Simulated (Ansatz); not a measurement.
**CHSi (quartet): B2PLYP, PBE-QIDH, RPA-PBE over a scan of the scale of all distances, 6-31G, part 1 of 2**

Aim: run CHSi (quartet) with these functionals over a scan of the scale of all distances, and hold them against the top wave-function level at the same points.

The runs use Ansatz 0.2.0, Gaussian basis; 6-31G, all electrons in the functionals, frozen cores in the correlation of double hybrids and RPA.

Plan: B2PLYP, PBE-QIDH, RPA-PBE, at 0.898; 1.000; 1.119; 1.283; 1.494; 1.784; 1.976; 2.409.

16 further runs of the same task are left out: 15 that didn't finish, 1 set aside as unsound or not needed.

## (1) The geometry

The geometry derives from a PBE0/def2-TZVP stationary point (not a proven minimum). All distances are scaled together.

3 atoms, charge 0, spin multiplicity 4.

Atoms are counted from 1 here; the program's logs count them from 0.

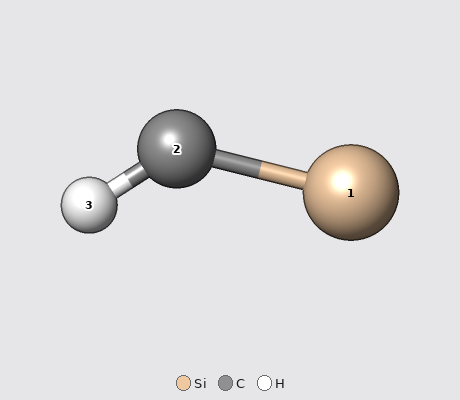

The structure; silicon light orange, carbon grey, hydrogen white; atoms are numbered from 1 in the order of the file.

No dispersion term is added.

The geometry shown and the zero of energy belong to the point 1.000. The yardstick, FCI, and other wave-function levels (R restricted, U unrestricted, valence and pair active spaces) come from earlier runs.

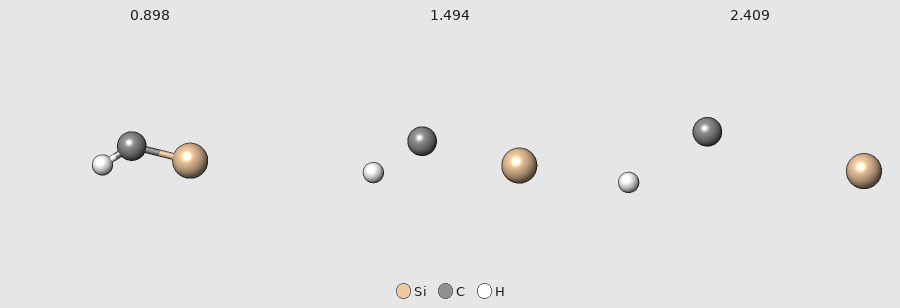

Three points of the scan; sticks are drawn by distance.

## (2) B2PLYP, 0.898

File in.yaml:

```yaml
crystal:
  periodic: [false, false, false]
  atoms:
    - {symbol: Si, position_ang: [0.000000, 0.029233, 0.554275]}
    - {symbol: C, position_ang: [0.000000, -0.114067, -1.139162]}
    - {symbol: H, position_ang: [0.000000, 0.544681, -1.870113]}
basis:
  gaussian: {orbitals: 6-31G}
magnetization: {spin_polarized: true, initial_magnetization: 3}
hamiltonian: {xc: {name: B2PLYP}}
correlation: {electrons: outside_noble_gas}
```

Launch:

```sh
ansatz run in.yaml --threads 1 --pin off --events-out ev --progress --plain --max-ram 2393MiB
```

What it wrote:

```text
Functional definition: B2PLYP
  name "B2PLYP"
  cite "Grimme, J. Chem. Phys. 124, 034108 (2006) doi:10.1063/1.2148954"
  cite "Becke, Phys. Rev. A 38, 3098 (1988) doi:10.1103/PhysRevA.38.3098"
  cite "Lee, Yang & Parr, Phys. Rev. B 37, 785 (1988) doi:10.1103/PhysRevB.37.785"
  parameter a = 0.53
  parameter c = 0.27
  exchange = (1 - a)*b88_x + a*exact_x
  correlation = (1 - c)*lyp_c + c*(mp2_os + mp2_ss)
299 factors; integrals over basis functions are off by at most 2.6e-4 eV
mean field evaluation 1: about -8915.0846 eV, gradient 1.3e1 eV
mean field evaluation 2: about -8915.0860 eV, gradient 1.3e1 eV
mean field evaluation 4: about -8916.4699 eV, gradient 1.3e0 eV
mean field evaluation 8: about -8916.5926 eV, gradient 1.0e-1 eV
mean field evaluation 16: about -8916.5931 eV, gradient 1.1e-5 eV
mean field evaluation 32: about -8916.5861 eV, gradient 3.1e-1 eV
mean field -8916.59314207 eV, -327.6787540870 hartree, gradient 3.2e-6 eV, S^2 3.756986; 4 other end points of the search recorded, 0 dependent functions left out
6 core orbitals not correlated: weight in the atoms' cores, before any rotation towards them, 1.000 or more for the frozen orbitals, at most 0.000 for the correlated occupied ones
reference -8916.59324592 eV, -327.6787579035 hartree; 6, 3 occupied and 12, 15 virtual orbitals, 299 factors
second order -2.57915921 eV of doubles, -0.00000000 eV of singles
Total energy: -8917.28961891 eV, -327.7043491388 hartree
```

Wall time 1.1 s (1 thread of Arm Neoverse V1, shared host).

From the report: ⟨S²⟩ of the determinant 3.757 (pure quartet: 3.75).

## (3) B2PLYP, 1.000

File in.yaml:

```yaml
crystal:
  periodic: [false, false, false]
  atoms:
    - {symbol: Si, position_ang: [0.000000, 0.032553, 0.617233]}
    - {symbol: C, position_ang: [0.000000, -0.127023, -1.268554]}
    - {symbol: H, position_ang: [0.000000, 0.606549, -2.082531]}
basis:
  gaussian: {orbitals: 6-31G}
magnetization: {spin_polarized: true, initial_magnetization: 3}
hamiltonian: {xc: {name: B2PLYP}}
correlation: {electrons: outside_noble_gas}
```

The command is unchanged.

What it wrote, shortened:

```text
Functional definition: B2PLYP
  name "B2PLYP"
  cite "Grimme, J. Chem. Phys. 124, 034108 (2006) doi:10.1063/1.2148954"
  cite "Becke, Phys. Rev. A 38, 3098 (1988) doi:10.1103/PhysRevA.38.3098"
  cite "Lee, Yang & Parr, Phys. Rev. B 37, 785 (1988) doi:10.1103/PhysRevB.37.785"
[...]
299 factors; integrals over basis functions are off by at most 2.7e-4 eV
[...]
mean field -8917.51471217 eV, -327.7126211637 hartree, gradient 7.8e-6 eV, S^2 3.757664; 2 other end points of the search recorded, 0 dependent functions left out
6 core orbitals not correlated: weight in the atoms' cores, before any rotation towards them, 1.000 or more for the frozen orbitals, at most 0.000 for the correlated occupied ones
reference -8917.51482014 eV, -327.7126251314 hartree; 6, 3 occupied and 12, 15 virtual orbitals, 299 factors
second order -2.76860570 eV of doubles, -0.00000000 eV of singles
Total energy: -8918.26234368 eV, -327.7400961147 hartree
```

Wall time 0.81 s (1 thread of Arm Neoverse V1, shared host).

From the report: ⟨S²⟩ of the determinant 3.758 (pure quartet: 3.75).

## (4) B2PLYP, 1.119

File in.yaml:

```yaml
crystal:
  periodic: [false, false, false]
  atoms:
    - {symbol: Si, position_ang: [0.000000, 0.036427, 0.690683]}
    - {symbol: C, position_ang: [0.000000, -0.142139, -1.419512]}
    - {symbol: H, position_ang: [0.000000, 0.678728, -2.330352]}
basis:
  gaussian: {orbitals: 6-31G}
magnetization: {spin_polarized: true, initial_magnetization: 3}
hamiltonian: {xc: {name: B2PLYP}}
correlation: {electrons: outside_noble_gas}
```

The command is unchanged.

What it wrote, shortened:

```text
Functional definition: B2PLYP
  name "B2PLYP"
  cite "Grimme, J. Chem. Phys. 124, 034108 (2006) doi:10.1063/1.2148954"
  cite "Becke, Phys. Rev. A 38, 3098 (1988) doi:10.1103/PhysRevA.38.3098"
  cite "Lee, Yang & Parr, Phys. Rev. B 37, 785 (1988) doi:10.1103/PhysRevB.37.785"
[...]
299 factors; integrals over basis functions are off by at most 2.9e-4 eV
[...]
mean field -8917.13594146 eV, -327.6987015967 hartree, gradient 7.6e-6 eV, S^2 3.757649; 2 other end points of the search recorded, 0 dependent functions left out
6 core orbitals not correlated: weight in the atoms' cores, before any rotation towards them, 1.000 or more for the frozen orbitals, at most 0.000 for the correlated occupied ones
reference -8917.13605277 eV, -327.6987056872 hartree; 6, 3 occupied and 12, 15 virtual orbitals, 299 factors
second order -3.04414717 eV of doubles, -0.00000000 eV of singles
Total energy: -8917.95797250 eV, -327.7289106804 hartree
```

Wall time 0.87 s (1 thread of Arm Neoverse V1, shared host).

From the report: ⟨S²⟩ of the determinant 3.758 (pure quartet: 3.75).

From 1.000: +29.4 kJ/mol.

## (5) B2PLYP, 1.283

File in.yaml:

```yaml
crystal:
  periodic: [false, false, false]
  atoms:
    - {symbol: Si, position_ang: [0.000000, 0.041766, 0.791910]}
    - {symbol: C, position_ang: [0.000000, -0.162970, -1.627555]}
    - {symbol: H, position_ang: [0.000000, 0.778202, -2.671888]}
basis:
  gaussian: {orbitals: 6-31G}
magnetization: {spin_polarized: true, initial_magnetization: 3}
hamiltonian: {xc: {name: B2PLYP}}
correlation: {electrons: outside_noble_gas}
```

Same command.

What it wrote, shortened:

```text
Functional definition: B2PLYP
  name "B2PLYP"
  cite "Grimme, J. Chem. Phys. 124, 034108 (2006) doi:10.1063/1.2148954"
  cite "Becke, Phys. Rev. A 38, 3098 (1988) doi:10.1103/PhysRevA.38.3098"
  cite "Lee, Yang & Parr, Phys. Rev. B 37, 785 (1988) doi:10.1103/PhysRevB.37.785"
[...]
299 factors; integrals over basis functions are off by at most 3.0e-4 eV
[...]
mean field -8915.68655881 eV, -327.6454377669 hartree, gradient 7.4e-6 eV, S^2 3.757982; 4 other end points of the search recorded, 0 dependent functions left out
6 core orbitals not correlated: weight in the atoms' cores, before any rotation towards them, 1.000 or more for the frozen orbitals, at most 0.000 for the correlated occupied ones
reference -8915.68668009 eV, -327.6454422240 hartree; 6, 3 occupied and 12, 15 virtual orbitals, 299 factors
second order -3.44140471 eV of doubles, -0.00000000 eV of singles
Total energy: -8916.61585937 eV, -327.6795889324 hartree
```

Wall time 0.99 s (1 thread of Arm Neoverse V1, shared host).

From the report: ⟨S²⟩ of the determinant 3.758 (pure quartet: 3.75).

From 1.000: +158.9 kJ/mol.

## (6) B2PLYP, 1.494

File in.yaml:

```yaml
crystal:
  periodic: [false, false, false]
  atoms:
    - {symbol: Si, position_ang: [0.000000, 0.048634, 0.922146]}
    - {symbol: C, position_ang: [0.000000, -0.189772, -1.895220]}
    - {symbol: H, position_ang: [0.000000, 0.906184, -3.111302]}
basis:
  gaussian: {orbitals: 6-31G}
magnetization: {spin_polarized: true, initial_magnetization: 3}
hamiltonian: {xc: {name: B2PLYP}}
correlation: {electrons: outside_noble_gas}
```

Launched as before.

What it wrote, shortened:

```text
Functional definition: B2PLYP
  name "B2PLYP"
  cite "Grimme, J. Chem. Phys. 124, 034108 (2006) doi:10.1063/1.2148954"
  cite "Becke, Phys. Rev. A 38, 3098 (1988) doi:10.1103/PhysRevA.38.3098"
  cite "Lee, Yang & Parr, Phys. Rev. B 37, 785 (1988) doi:10.1103/PhysRevB.37.785"
[...]
299 factors; integrals over basis functions are off by at most 2.6e-4 eV
[...]
mean field -8913.80866174 eV, -327.5764263224 hartree, gradient 2.1e-8 eV, S^2 3.854237; 12 other end points of the search recorded, 0 dependent functions left out
6 core orbitals not correlated: weight in the atoms' cores, before any rotation towards them, 1.000 or more for the frozen orbitals, at most 0.000 for the correlated occupied ones
reference -8913.80879218 eV, -327.5764311160 hartree; 6, 3 occupied and 12, 15 virtual orbitals, 299 factors
second order -3.14138810 eV of doubles, -0.00000000 eV of singles
Total energy: -8914.65696697 eV, -327.6076009645 hartree
```

It took 6 s on 1 thread of Arm Neoverse V1, shared host.

From the report: ⟨S²⟩ of the determinant 3.854 (pure quartet: 3.75).

From 1.000: +347.9 kJ/mol.

## (7) B2PLYP, 1.784

File in.yaml:

```yaml
crystal:
  periodic: [false, false, false]
  atoms:
    - {symbol: Si, position_ang: [0.000000, 0.058075, 1.101143]}
    - {symbol: C, position_ang: [0.000000, -0.226609, -2.263101]}
    - {symbol: H, position_ang: [0.000000, 1.082084, -3.715236]}
basis:
  gaussian: {orbitals: 6-31G}
magnetization: {spin_polarized: true, initial_magnetization: 3}
hamiltonian: {xc: {name: B2PLYP}}
correlation: {electrons: outside_noble_gas}
```

Launched as before.

What it wrote, shortened:

```text
Functional definition: B2PLYP
  name "B2PLYP"
  cite "Grimme, J. Chem. Phys. 124, 034108 (2006) doi:10.1063/1.2148954"
  cite "Becke, Phys. Rev. A 38, 3098 (1988) doi:10.1103/PhysRevA.38.3098"
  cite "Lee, Yang & Parr, Phys. Rev. B 37, 785 (1988) doi:10.1103/PhysRevB.37.785"
[...]
299 factors; integrals over basis functions are off by at most 1.4e-4 eV
[...]
mean field -8912.49392916 eV, -327.5281107911 hartree, gradient 3.5e-9 eV, S^2 4.269032; 13 other end points of the search recorded, 0 dependent functions left out
6 core orbitals not correlated: weight in the atoms' cores, before any rotation towards them, 1.000 or more for the frozen orbitals, at most 0.000 for the correlated occupied ones
reference -8912.49407031 eV, -327.5281159785 hartree; 6, 3 occupied and 12, 15 virtual orbitals, 299 factors
second order -2.03107685 eV of doubles, -0.00000000 eV of singles
Total energy: -8913.04246106 eV, -327.5482689668 hartree
```

Run time: 11 s. Hardware: 1 thread of Arm Neoverse V1, shared host.

From the report: ⟨S²⟩ of the determinant 4.269 (pure quartet: 3.75). The determinant is far from a pure spin state, so its energy mixes those of several spin states (harmless only where they are near-degenerate, as at dissociation).

From 1.000: +503.6 kJ/mol.

## (8) B2PLYP, 1.976

File in.yaml:

```yaml
crystal:
  periodic: [false, false, false]
  atoms:
    - {symbol: Si, position_ang: [0.000000, 0.064325, 1.219652]}
    - {symbol: C, position_ang: [0.000000, -0.250997, -2.506663]}
    - {symbol: H, position_ang: [0.000000, 1.198541, -4.115082]}
basis:
  gaussian: {orbitals: 6-31G}
magnetization: {spin_polarized: true, initial_magnetization: 3}
hamiltonian: {xc: {name: B2PLYP}}
correlation: {electrons: outside_noble_gas}
```

Launched as before.

What it wrote, shortened:

```text
Functional definition: B2PLYP
  name "B2PLYP"
  cite "Grimme, J. Chem. Phys. 124, 034108 (2006) doi:10.1063/1.2148954"
  cite "Becke, Phys. Rev. A 38, 3098 (1988) doi:10.1103/PhysRevA.38.3098"
  cite "Lee, Yang & Parr, Phys. Rev. B 37, 785 (1988) doi:10.1103/PhysRevB.37.785"
[...]
299 factors; integrals over basis functions are off by at most 1.6e-4 eV
[...]
mean field -8912.13564337 eV, -327.5149440315 hartree, gradient 1.6e-9 eV, S^2 4.470393; 12 other end points of the search recorded, 0 dependent functions left out
6 core orbitals not correlated: weight in the atoms' cores, before any rotation towards them, 1.000 or more for the frozen orbitals, at most 0.000 for the correlated occupied ones
reference -8912.13579217 eV, -327.5149494996 hartree; 6, 3 occupied and 12, 15 virtual orbitals, 299 factors
second order -1.65049566 eV of doubles, -0.00000000 eV of singles
Total energy: -8912.58142600 eV, -327.5313262408 hartree
```

Run time: 9 s. Hardware: 1 thread of Arm Neoverse V1, shared host.

From the report: ⟨S²⟩ of the determinant 4.470 (pure quartet: 3.75). The determinant is far from a pure spin state, so its energy mixes those of several spin states (harmless only where they are near-degenerate, as at dissociation).

From 1.000: +548.1 kJ/mol.

## (9) B2PLYP, 2.409

File in.yaml:

```yaml
crystal:
  periodic: [false, false, false]
  atoms:
    - {symbol: Si, position_ang: [0.000000, 0.078420, 1.486914]}
    - {symbol: C, position_ang: [0.000000, -0.305998, -3.055947]}
    - {symbol: H, position_ang: [0.000000, 1.461177, -5.016818]}
basis:
  gaussian: {orbitals: 6-31G}
magnetization: {spin_polarized: true, initial_magnetization: 3}
hamiltonian: {xc: {name: B2PLYP}}
correlation: {electrons: outside_noble_gas}
```

Same command.

What it wrote, shortened:

```text
Functional definition: B2PLYP
  name "B2PLYP"
  cite "Grimme, J. Chem. Phys. 124, 034108 (2006) doi:10.1063/1.2148954"
  cite "Becke, Phys. Rev. A 38, 3098 (1988) doi:10.1103/PhysRevA.38.3098"
  cite "Lee, Yang & Parr, Phys. Rev. B 37, 785 (1988) doi:10.1103/PhysRevB.37.785"
[...]
299 factors; integrals over basis functions are off by at most 2.4e-4 eV
[...]
mean field -8911.83455858 eV, -327.5038793694 hartree, gradient 2.5e-6 eV, S^2 4.675641; 18 other end points of the search recorded, 0 dependent functions left out
6 core orbitals not correlated: weight in the atoms' cores, before any rotation towards them, 1.000 or more for the frozen orbitals, at most 0.000 for the correlated occupied ones
reference -8911.83472302 eV, -327.5038854125 hartree; 6, 3 occupied and 12, 15 virtual orbitals, 299 factors
second order -1.38932355 eV of doubles, -0.00000000 eV of singles
Total energy: -8912.20984038 eV, -327.5176707211 hartree
```

Wall time 18 s (1 thread of Arm Neoverse V1, shared host).

From the report: ⟨S²⟩ of the determinant 4.676 (pure quartet: 3.75). The determinant is far from a pure spin state, so its energy mixes those of several spin states (harmless only where they are near-degenerate, as at dissociation).

From 1.000: +584.0 kJ/mol.

## (10) PBE-QIDH, 0.898

File in.yaml:

```yaml
crystal:
  periodic: [false, false, false]
  atoms:
    - {symbol: Si, position_ang: [0.000000, 0.029233, 0.554275]}
    - {symbol: C, position_ang: [0.000000, -0.114067, -1.139162]}
    - {symbol: H, position_ang: [0.000000, 0.544681, -1.870113]}
basis:
  gaussian: {orbitals: 6-31G}
magnetization: {spin_polarized: true, initial_magnetization: 3}
hamiltonian: {xc: {name: PBE-QIDH}}
correlation: {electrons: outside_noble_gas}
```

The command is unchanged.

What it wrote, shortened:

```text
Functional definition: PBE-QIDH
  name "PBE-QIDH"
  cite "Brémond, Sancho-García, Pérez-Jiménez & Adamo, J. Chem. Phys. 141, 031101 (2014) doi:10.1063/1.4890314"
  cite "Perdew, Burke & Ernzerhof, Phys. Rev. Lett. 77, 3865 (1996) doi:10.1103/PhysRevLett.77.3865"
[...]
299 factors; integrals over basis functions are off by at most 2.6e-4 eV
[...]
mean field -8913.33006218 eV, -327.5588381130 hartree, gradient 7.0e-6 eV, S^2 3.759698; 4 other end points of the search recorded, 0 dependent functions left out
6 core orbitals not correlated: weight in the atoms' cores, before any rotation towards them, 1.000 or more for the frozen orbitals, at most 0.000 for the correlated occupied ones
reference -8913.33007007 eV, -327.5588384028 hartree; 6, 3 occupied and 12, 15 virtual orbitals, 299 factors
second order -2.30677266 eV of doubles, -0.00000000 eV of singles
Total energy: -8914.09899428 eV, -327.5870958467 hartree
```

It took 1.1 s on 1 thread of Arm Neoverse V1, shared host.

From the report: ⟨S²⟩ of the determinant 3.760 (pure quartet: 3.75).

## (11) PBE-QIDH, 1.000

File in.yaml:

```yaml
crystal:
  periodic: [false, false, false]
  atoms:
    - {symbol: Si, position_ang: [0.000000, 0.032553, 0.617233]}
    - {symbol: C, position_ang: [0.000000, -0.127023, -1.268554]}
    - {symbol: H, position_ang: [0.000000, 0.606549, -2.082531]}
basis:
  gaussian: {orbitals: 6-31G}
magnetization: {spin_polarized: true, initial_magnetization: 3}
hamiltonian: {xc: {name: PBE-QIDH}}
correlation: {electrons: outside_noble_gas}
```

Launched as before.

What it wrote, shortened:

```text
Functional definition: PBE-QIDH
  name "PBE-QIDH"
  cite "Brémond, Sancho-García, Pérez-Jiménez & Adamo, J. Chem. Phys. 141, 031101 (2014) doi:10.1063/1.4890314"
  cite "Perdew, Burke & Ernzerhof, Phys. Rev. Lett. 77, 3865 (1996) doi:10.1103/PhysRevLett.77.3865"
[...]
299 factors; integrals over basis functions are off by at most 2.7e-4 eV
[...]
mean field -8914.21166077 eV, -327.5912362635 hartree, gradient 8.2e-6 eV, S^2 3.760700; 4 other end points of the search recorded, 0 dependent functions left out
6 core orbitals not correlated: weight in the atoms' cores, before any rotation towards them, 1.000 or more for the frozen orbitals, at most 0.000 for the correlated occupied ones
reference -8914.21166893 eV, -327.5912365637 hartree; 6, 3 occupied and 12, 15 virtual orbitals, 299 factors
second order -2.46108194 eV of doubles, -0.00000000 eV of singles
Total energy: -8915.03202958 eV, -327.6213842614 hartree
```

Wall time 1 s (1 thread of Arm Neoverse V1, shared host).

From the report: ⟨S²⟩ of the determinant 3.761 (pure quartet: 3.75).

## (12) PBE-QIDH, 1.119

File in.yaml:

```yaml
crystal:
  periodic: [false, false, false]
  atoms:
    - {symbol: Si, position_ang: [0.000000, 0.036427, 0.690683]}
    - {symbol: C, position_ang: [0.000000, -0.142139, -1.419512]}
    - {symbol: H, position_ang: [0.000000, 0.678728, -2.330352]}
basis:
  gaussian: {orbitals: 6-31G}
magnetization: {spin_polarized: true, initial_magnetization: 3}
hamiltonian: {xc: {name: PBE-QIDH}}
correlation: {electrons: outside_noble_gas}
```

Same command.

What it wrote, shortened:

```text
Functional definition: PBE-QIDH
  name "PBE-QIDH"
  cite "Brémond, Sancho-García, Pérez-Jiménez & Adamo, J. Chem. Phys. 141, 031101 (2014) doi:10.1063/1.4890314"
  cite "Perdew, Burke & Ernzerhof, Phys. Rev. Lett. 77, 3865 (1996) doi:10.1103/PhysRevLett.77.3865"
[...]
299 factors; integrals over basis functions are off by at most 2.9e-4 eV
[...]
mean field -8913.75725119 eV, -327.5745370195 hartree, gradient 2.1e-6 eV, S^2 3.761016; 4 other end points of the search recorded, 0 dependent functions left out
6 core orbitals not correlated: weight in the atoms' cores, before any rotation towards them, 1.000 or more for the frozen orbitals, at most 0.000 for the correlated occupied ones
reference -8913.75725942 eV, -327.5745373220 hartree; 6, 3 occupied and 12, 15 virtual orbitals, 299 factors
second order -2.66468070 eV of doubles, -0.00000000 eV of singles
Total energy: -8914.64548632 eV, -327.6071790585 hartree
```

Wall time 1 s (1 thread of Arm Neoverse V1, shared host).

From the report: ⟨S²⟩ of the determinant 3.761 (pure quartet: 3.75).

From 1.000: +37.3 kJ/mol.

## (13) PBE-QIDH, 1.283

File in.yaml:

```yaml
crystal:
  periodic: [false, false, false]
  atoms:
    - {symbol: Si, position_ang: [0.000000, 0.041766, 0.791910]}
    - {symbol: C, position_ang: [0.000000, -0.162970, -1.627555]}
    - {symbol: H, position_ang: [0.000000, 0.778202, -2.671888]}
basis:
  gaussian: {orbitals: 6-31G}
magnetization: {spin_polarized: true, initial_magnetization: 3}
hamiltonian: {xc: {name: PBE-QIDH}}
correlation: {electrons: outside_noble_gas}
```

Launched as before.

What it wrote, shortened:

```text
Functional definition: PBE-QIDH
  name "PBE-QIDH"
  cite "Brémond, Sancho-García, Pérez-Jiménez & Adamo, J. Chem. Phys. 141, 031101 (2014) doi:10.1063/1.4890314"
  cite "Perdew, Burke & Ernzerhof, Phys. Rev. Lett. 77, 3865 (1996) doi:10.1103/PhysRevLett.77.3865"
[...]
299 factors; integrals over basis functions are off by at most 3.0e-4 eV
[...]
mean field -8912.18058616 eV, -327.5165956484 hartree, gradient 6.4e-6 eV, S^2 3.761908; 4 other end points of the search recorded, 0 dependent functions left out
6 core orbitals not correlated: weight in the atoms' cores, before any rotation towards them, 1.000 or more for the frozen orbitals, at most 0.000 for the correlated occupied ones
reference -8912.18059502 eV, -327.5165959740 hartree; 6, 3 occupied and 12, 15 virtual orbitals, 299 factors
second order -2.92409196 eV of doubles, -0.00000000 eV of singles
Total energy: -8913.15529234 eV, -327.5524154399 hartree
```

Run time: 1.2 s. Hardware: 1 thread of Arm Neoverse V1, shared host.

From the report: ⟨S²⟩ of the determinant 3.762 (pure quartet: 3.75).

From 1.000: +181.1 kJ/mol.

(Continued in part 2 of 2.)
